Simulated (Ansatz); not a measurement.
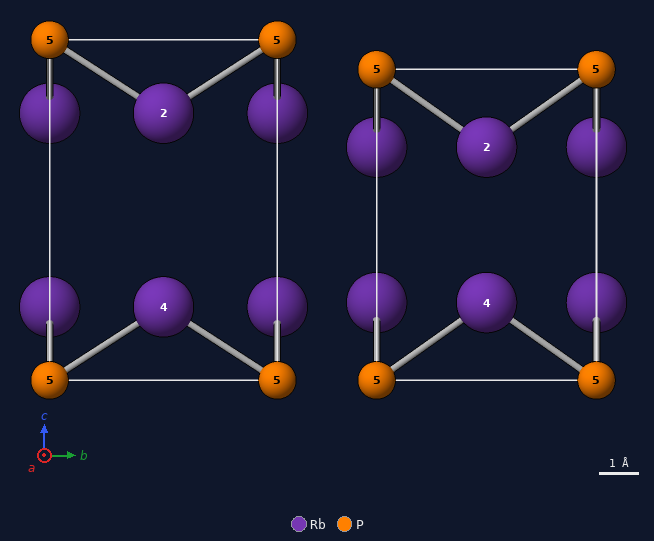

Two geometries of solid Rb4P (a generated structure, set up in P4/mmm), drawn at one scale. One is the start of a relaxation, the other its converged end. The picture is a ball-and-stick view of the cell of the calculation, seen along the a axis.

Computed with DFT PBE, scalar-relativistic, plane waves, PAW in Ansatz. Set-up: plane-wave cutoff 420 eV; k-point mesh 8 × 8 × 6; occupations gaussian; smearing width 0.1 eV; no spin polarisation; cell and atoms relaxed; force threshold 0.01 eV/Å; at most 80 steps.

### Which one is relaxed?

The left one is the relaxed one. After 4 accepted moves (5 points after the start) the energy has fallen by 46.7 meV per atom. The largest force component goes from 0.35 to 0.0072 eV/Å. The pressure goes from 0.61 to 0.03 GPa. The SCF was repeated once at an unchanged geometry on a basis and grid sized afresh for the cell, which shifted the energy by 0.4 meV per atom at most. The largest moves relative to the cell, 0.30 Å, are those of Rb atoms. P stays in place. The drawn cell changes as follows: a = b 5.663 → 5.866 Å (+3.6 %), c 8.009 → 8.773 Å (+9.5 %); the volume changes by +17.5 %. Some distances before and after: P–Rb 3.468 → 3.490 Å. Bond angles that change, for instance: P–Rb–P 109.5° → 114.3°. The space group stays P4/mmm (No. 123).
